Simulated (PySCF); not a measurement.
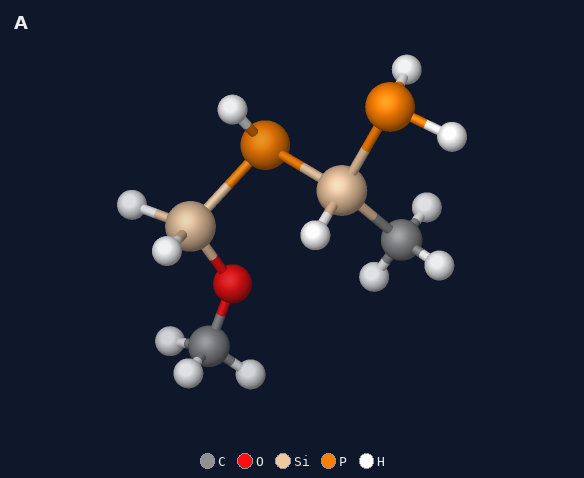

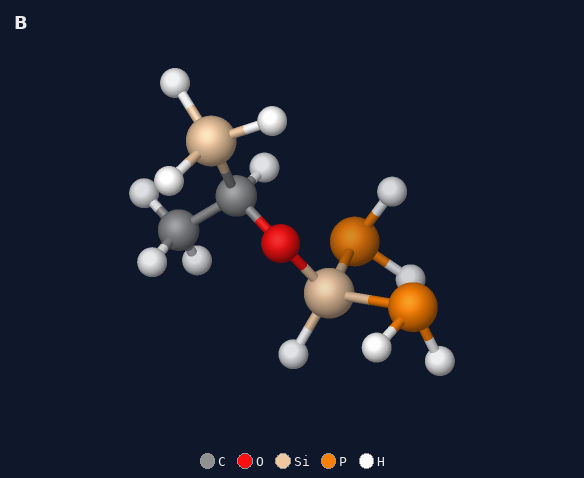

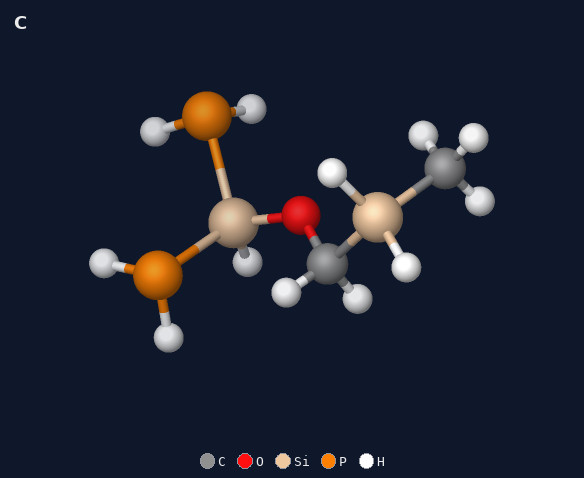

3 stationary structures of one formula. Geometries: GFN2-xTB. Electronic energies: PBE0/pcSseg-1 (PySCF 2.14.0), without zero-point energy. No frequency run is at hand to confirm each as a minimum. Each is one conformer, not always the lowest.

Question: How are they related?

Answer: They are constitutional isomers of C2H12OP2Si2: A `CO[SiH2]P[Si@@H](C)P`, B `C[C@@H]([SiH3])O[SiH](P)P`, C `C[SiH2]CO[SiH](P)P`.

Question: Rank them by energy, lowest first.

Answer: A is lowest; C lies 54.5 kJ/mol above it, B lies 84.5 kJ/mol above it.

The geometry is semi-empirical. Around P, Si such bond lengths and angles can be off by a tenth of an ångström or more and by several degrees, and values that hang on the shape move with them.
